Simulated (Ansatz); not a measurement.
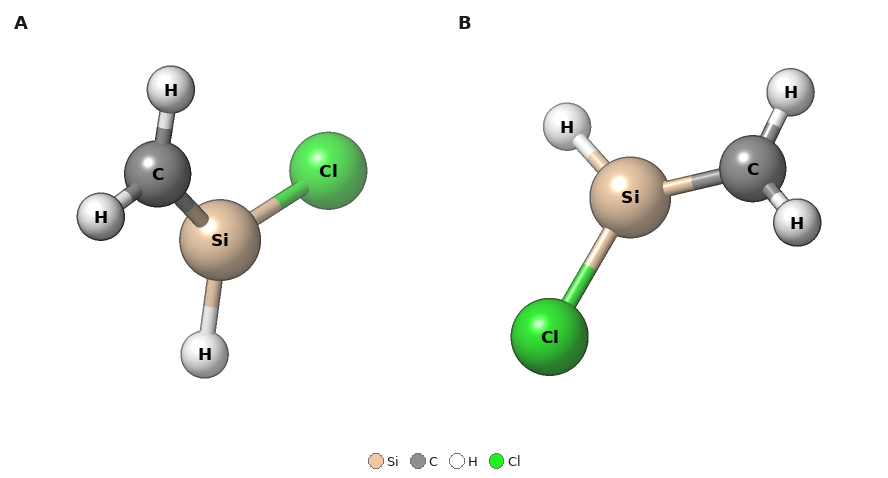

Atoms fade into the background with distance from the viewer. The geometry was computed by an optimisation with PBE0-D4/def2-TZVP.

Question: Are A and B the same structure? If not, how do they differ?

Answer: Yes. They are the same structure, CH3ClSi, seen from two directions. With point group Cs it is achiral, so its mirror image would be the same too.
